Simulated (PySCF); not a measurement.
# C4H11B2F3Si (SMILES CC(C)BB[SiH2]C(F)(F)F): what the fields show

Input

```
{"job": {"kind": "nmr", "xc": "PBE0", "basis": "pcSseg-1"}, "charge": 0, "multiplicity": 1}
C     -1.647876    -1.192931     0.766470
C     -1.483768     0.128665     0.009197
C     -2.731658     0.395783    -0.845436
B     -0.207024     0.093150    -0.965343
B      0.903485     1.252966    -0.943954
Si     2.479137     1.168498     0.222858
C      2.814209    -0.695445     0.730297
F      3.919548    -0.876462     1.479143
F      2.959130    -1.503142    -0.346775
F      1.792506    -1.224474     1.445413
H     -2.518347    -1.147236     1.419836
H     -1.781452    -2.019572     0.072583
H     -0.772276    -1.397269     1.376884
H     -1.419670     0.929766     0.753567
H     -2.875521    -0.399526    -1.573122
H     -2.640722     1.338150    -1.381455
H     -3.615987     0.444488    -0.211798
H     -0.186907    -0.839190    -1.680126
H      0.820699     2.240237    -1.575263
H      3.805144     1.529712    -0.307177
H      2.378431     1.790776     1.553730
```

Run with:

```sh
OMP_NUM_THREADS=1 python probes_run.py task.json out
```

Geometry: GFN2-xTB.

Theory: PySCF, PBE0/pcSseg-1, SCF density, gas phase, non-relativistic.

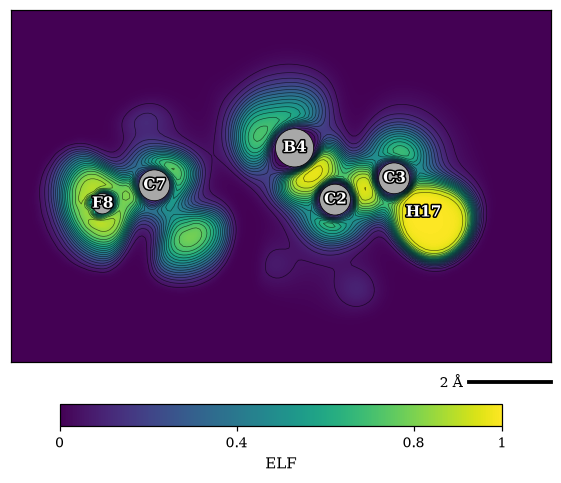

Figure 1. ELF on the plane of atoms C3, C2 and B4. Grey discs cover the atomic cores.

> What do the fields say about this system?

Atoms in the plane: C, B, F and H.
C–F (1.35 Å): the ELF peaks at about 0.85 between the atoms: a shared but strongly polarised pair.
C–C (1.54 Å): the ELF peaks at about 0.95 between the atoms (localised, covalent bonding).
C–B (1.61 Å): the ELF peaks at about 0.95 between the atoms, as expected for localised, covalent bonding.
C–H (1.09 Å): the ELF climbs to about 1 towards the hydrogen, as it does in any bond to H: an ordinary covalent bond to hydrogen.
The ELF also peaks beside F10 and F8, away from the bonds: lone-pair regions.

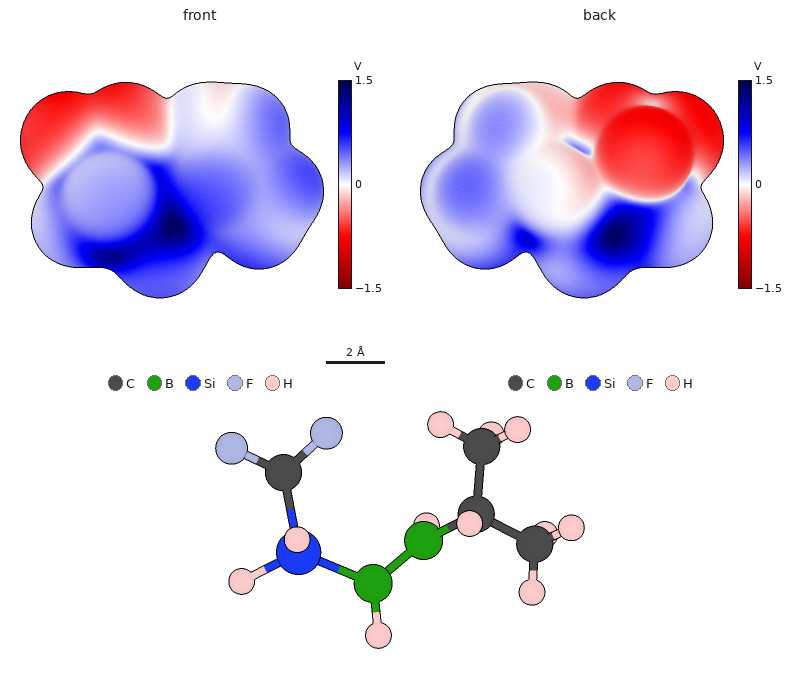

Figure 2. The electrostatic potential painted on the density surface at 0.001 e/bohr³, seen from the front and from behind; red is negative and blue positive. The bare structure is drawn below in the same view.

> Describe the electrostatic potential map.

The most negative region (about −0.8 V) lies over F8 and F9, the most positive (about +1.3 V) over B5.

> How polar is the molecule by this calculation?

Its dipole moment is 3.09 D.
